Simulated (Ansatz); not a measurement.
```xyz
7

C    -1.8229   -1.7814   -0.5010
O    -0.3180   -0.2732    1.6006
Si   -0.5799   -0.4006    0.0288
H    -2.8263   -1.6028   -0.0801
H    -1.9157   -1.8318   -1.6009
H    -1.4834   -2.7713   -0.1406
H     0.6609   -0.7626   -0.8210
```

Geometry: r2SCAN-D4/def2-SVPD; the highest occupied orbital lies above zero, a sign that basis and functional describe the outermost electron poorly.

Computed with Ansatz 0.2.0, isolated molecule in a Gaussian basis; Kohn-Sham density functional theory, functional PBE0.

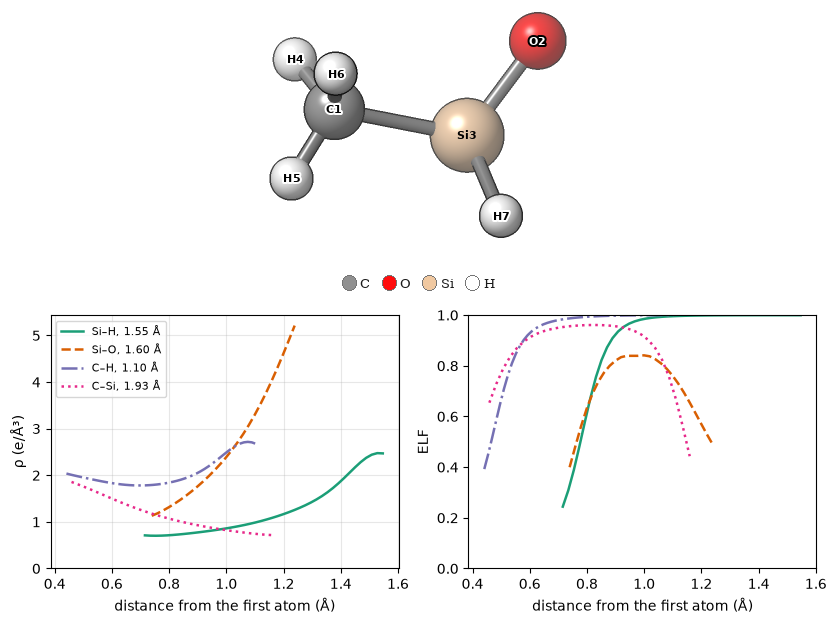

CH$_{4}$OSi (SMILES C[SiH][O-]) (charge −1, doublet). Electron density and electron localisation function along straight lines between neighbouring atoms. The curves leave out the atomic cores. The structure is drawn too.

Q: What can be read from the curves?

A: Si–H (1.55 Å): the density is about 0.71 e/Å³ at the midpoint; the ELF climbs to about 1 towards the hydrogen, as it does in any bond to H.
Si–O (1.60 Å): the density is about 1.3 e/Å³ at the midpoint; the ELF peaks at about 0.85 between the atoms; a polar covalent bond.
C–H (1.10 Å): the density is about 1.9 e/Å³ at the midpoint; the ELF climbs to about 1 towards the hydrogen; an ordinary covalent bond to hydrogen.
C–Si (1.93 Å): ρ at the midpoint is about 0.86 e/Å³; the ELF peaks at about 0.95 between the atoms: a covalent bond.
